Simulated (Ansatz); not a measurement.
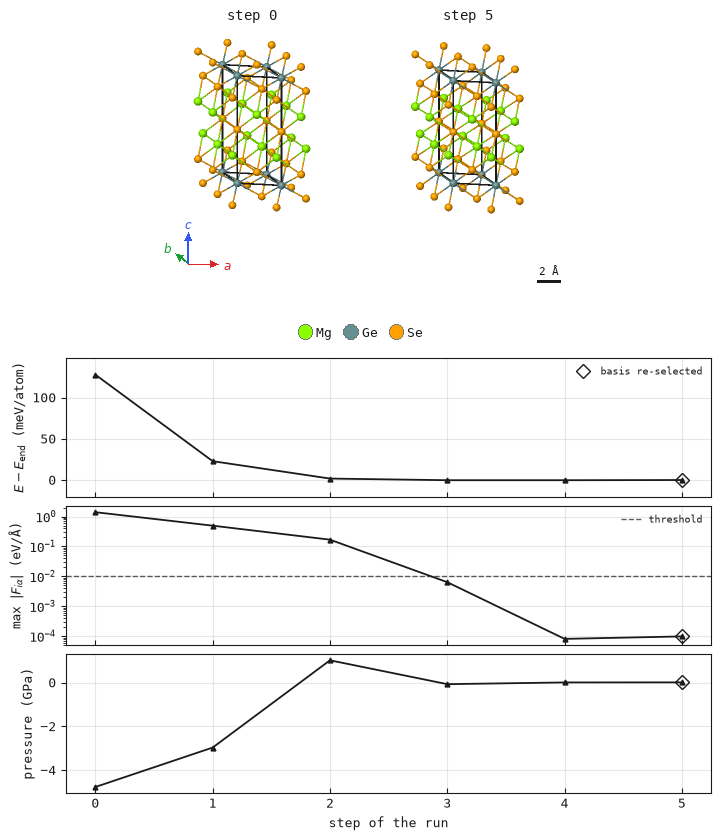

First and last geometry of a relaxation of solid Mg2GeSe3 (built on the K2NaCl3-164 type type), with the history of the run. A ball-and-stick model of the cell of the calculation, seen slightly off an axis.

Level of theory: DFT, PBEsol, plane waves, PAW in Ansatz 0.2.0. Set-up: plane-wave cutoff 420 eV; k-point mesh 6 × 6 × 2; occupations fermi dirac; smearing width 0.03 eV; no spin polarisation; cell and atoms relaxed; force threshold 0.01 eV/Å; at most 120 steps.

### Read the history and describe the run.

It converged. The largest moves relative to the cell, 0.29 Å, are those of Se atoms. By element the largest moves are Se 0.29 Å, Mg 0.14 Å. Ge stays in place. The volume changes by −11.1 %, with a = b 4.039 → 3.901 Å (−3.4 %), c 9.989 → 9.525 Å (−4.6 %). Some distances before and after: Mg–Se 2.932 → 2.734 Å, Ge–Se 2.734 → 2.792 Å. Bond angles that change, for instance: Se–Ge–Se 84.8° → 91.4°, Se–Ge–Se 95.2° → 88.6°, Ge–Se–Ge 95.2° → 88.6°. The space group stays P-3m1 (No. 164). The energy falls by 128 meV per atom in 4 accepted moves (5 points after the start). The largest force component goes from 1.4 to under 0.0001 eV/Å. The pressure goes from −4.77 to 0.01 GPa. At 1 point the geometry stayed and the basis and grid were re-selected for the new cell (energy shift of 0.2 meV per atom at most each time).

```csv
step,"E − E(0), meV/atom","largest force component, eV/Å","pressure, GPa","volume, Å³/atom",note
0,0.00,1.3944,-4.77,23.515,
1,-104.88,0.4940,-2.97,22.106,
2,-125.95,0.1681,1.02,20.600,
3,-127.94,0.0064,-0.07,20.942,
4,-127.95,0.0001,0.01,20.916,
5,-127.72,0.0001,0.01,20.916,"same geometry, new basis"
```
